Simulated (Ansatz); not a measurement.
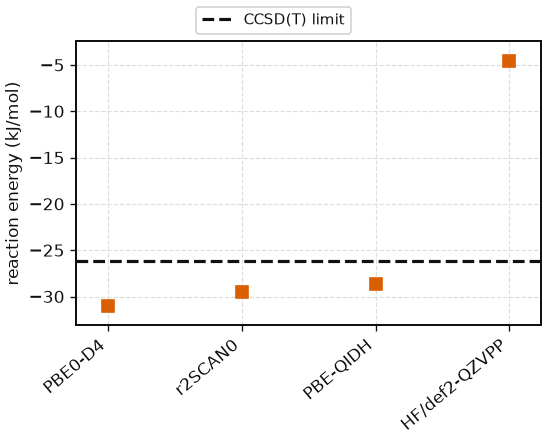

Electronic reaction energy of AlSiPH₆ ([SiH3][AlH][PH2]) + AlSiH₄SF (F[SiH2][S][AlH2]) → Al₂SiH₆S ([AlH2][S][AlH][SiH3]) + SiPH₄F (F[SiH2]P) (SMILES in brackets) at several levels (functionals in def2-TZVPP unless a basis is named), isolated molecules at PBE0-D4 triple-zeta geometries, minima by their frequencies, no zero-point or thermal terms, the Ansatz code. The line is frozen-core CCSD(T) at the basis limit (MP2 extrapolated from triple and quadruple zeta, plus CCSD(T) less MP2 in a smaller set). PBE-QIDH holds a correlation term that converges slowly with the basis, so part of the distance to the limit is basis error. No dispersion term is added to r2SCAN0 and PBE-QIDH.

### Which level comes closest to the line (CCSD(T) limit), and which misses most?

Closest PBE-QIDH (−28.6 kJ/mol), against −26.2 kJ/mol; farthest HF/def2-QZVPP (−4.6 kJ/mol).

### Give the values.

```
        level  kJ/mol  less CCSD(T) limit
      PBE0-D4   −31.0                −4.8
      r2SCAN0   −29.5                −3.3
     PBE-QIDH   −28.6                −2.4
HF/def2-QZVPP    −4.6                21.6
CCSD(T) limit   −26.2                 0.0
```

Known limits of this run: one conformer of each flexible molecule.
